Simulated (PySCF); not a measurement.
SnMeH3 (CH6Sn).

Method: PBE0/def2-SVPD; geometry: GFN2-xTB; program: PySCF. Core potentials replace the inner electrons of Sn; spin–orbit coupling isn't included. No frequency check shows the geometry to be a minimum. GFN2-xTB bond lengths at metals and heavier atoms can be off by up to 0.1 Å and shapes distorted, which carries into these values.

The calculation's input:

```python
import numpy as np
from pyscf import gto, scf, dft, tdscf
from pyscf.scf import atom_ks, atom_hf
from scipy.linalg import block_diag

def solve(mol, dm0=None, hcore=None):
    mf = (dft.UKS if mol.spin else dft.RKS)(mol, xc='pbe0')
    mf.grids.level = 3
    mf = mf.density_fit(auxbasis='def2-universal-jkfit')
    mf.conv_tol, mf.max_cycle = 1e-8, 80
    if hcore is not None:
        mf.get_hcore = lambda *args: hcore
    mf.kernel(dm0)
    if not mf.converged:
        mf = mf.newton().run(mf.mo_coeff, mf.mo_occ, max_cycle=30)
    assert mf.converged, 'SCF not converged'
    return mf

mol = gto.M(atom='''
Sn    -0.30018     0.00000     0.00000
C      1.84548    -0.00005     0.00000
H      2.22491     0.51875     0.87278
H      2.22491     0.49666    -0.88554
H      2.22498    -1.01505     0.01275
H     -0.91287    -0.73901    -1.35189
H     -0.91296     1.54026     0.03597
H     -0.91286    -0.80130     1.31595
''', basis='def2-svpd', ecp={'Sn': 'def2-svpd'}, charge=0, spin=0, verbose=4)
mf = solve(mol)
td = mf.TDA()
td.nstates, td.singlet, td.conv_tol = 4, True, 1e-5
td.kernel()
td.analyze()
x, y = np.array([p[0] for p in td.xy]), np.array([p[1] + 0 * p[0] for p in td.xy])
f, mu = td.oscillator_strength(), td.transition_dipole()
nto = [td.get_nto(state=i + 1, verbose=4) for i in range(len(td.e))]
# spherically averaged free atoms, for the promolecule
atom_ks.AtomSphAverageRKS.init_guess_by_vsap = lambda self, mol=None: self.init_guess_by_minao(mol)  # core potentials
atm = atom_ks.get_atm_nrks(mol, xc='pbe0')
pro = block_diag(*[(atm[a[0]][2] * atm[a[0]][3]) @ atm[a[0]][2].T for a in mol._atom])
np.savez('result.npz', e=td.e, f=f, ok=td.converged, w=[n[0] for n in nto], nto=[n[1] for n in nto], x=x, y=y, c=mf.mo_coeff, occ=mf.mo_occ, eps=mf.mo_energy, pro=pro, mu=mu)
```

Launched as:

```sh
OMP_NUM_THREADS=1 python input.py
```

The run took 63 s on 1 thread of Intel(R) Xeon(R) Platinum 8488C (Sapphire Rapids) (shared host), peak memory 0.54 GiB.

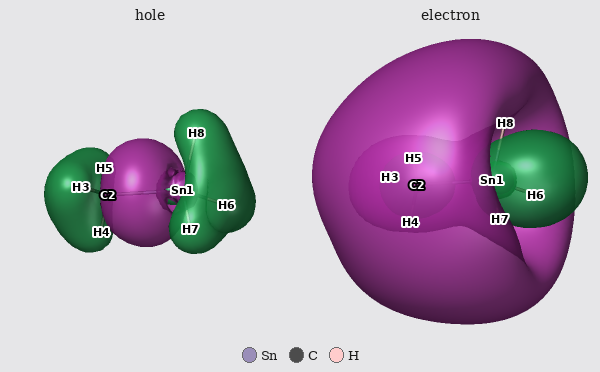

Leading natural transition orbital pair of S₁ (TDA singlet states); the surfaces enclose about 85 % of each orbital's density.

Where does the state lie, and where do hole and electron sit?

7.66 eV (162 nm), f = 0.045, diffuse (Rydberg-like) orbital; the leading pair carries 100 %; hole on C2 (42 %) and Sn1 (32 %), electron on Sn1 (44 %), H3, H4 and H5 (10 % each) and C2 (9 %) (atom shares of so diffuse an orbital are rough); their centroids lie 0.1 Å apart. In canonical orbitals it is mainly HOMO → LUMO (98 %). The HOMO–LUMO gap is 8.77 eV.
